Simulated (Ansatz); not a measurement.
Input file:

```
crystal:
  periodic: [false, false, false]
  atoms:
    - {symbol: Ge, position_ang: [1.158768, 0.618133, 0.568622]}
    - {symbol: N, position_ang: [-0.656290, 0.406352, 0.527823]}
    - {symbol: O, position_ang: [1.563539, -0.135993, -1.006303]}
    - {symbol: H, position_ang: [-1.242126, 0.730375, 1.290688]}
    - {symbol: H, position_ang: [-1.209847, -0.024336, -0.207984]}
    - {symbol: H, position_ang: [0.825403, -0.476218, -1.525445]}
basis:
  gaussian:
    orbitals: def2-TZVPD
hamiltonian:
  xc: pbe0
output:
  forces: true
  orbitals: {seedname: orbitals}
```

Launched as:

```sh
ansatz run input.yaml --threads 2 --pin off --max-ram 5220MiB --events-out events.jsonl --progress --plain --runs-dir runs
```

Geometry: PBE0-D4/def2-SVP.

Computed with isolated molecule in a Gaussian basis; Kohn-Sham density functional theory, functional PBE0 (Ansatz).

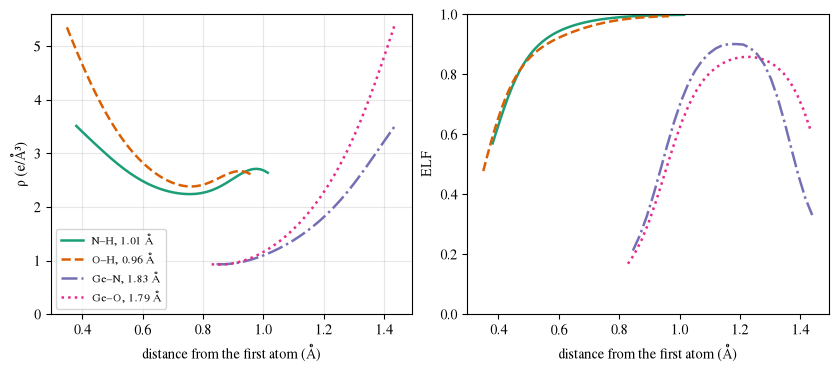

GeH3NO. Electron density and electron localisation function along straight lines between neighbouring atoms. The curves leave out the atomic cores.

Q: What can be read from the curves?

A: N–H (1.01 Å): ρ at the midpoint is about 2.9 e/Å³; the ELF climbs to about 1 towards the hydrogen, as it does in any bond to H; an ordinary covalent bond to hydrogen.
O–H (0.96 Å): ρ is about 3.7 e/Å³ halfway; the ELF climbs to about 1 towards the hydrogen (a covalent bond by its length).
Ge–N (1.83 Å): ρ is about 0.96 e/Å³ halfway; the ELF peaks at about 0.90 in the valence shell of N, 0.7 Å from its nucleus, and is about 0.40 at the midpoint.
Ge–O (1.79 Å): ρ at the midpoint is about 0.94 e/Å³; the ELF peaks at about 0.85 in the valence shell of O, 0.6 Å from its nucleus, and is about 0.30 at the midpoint.
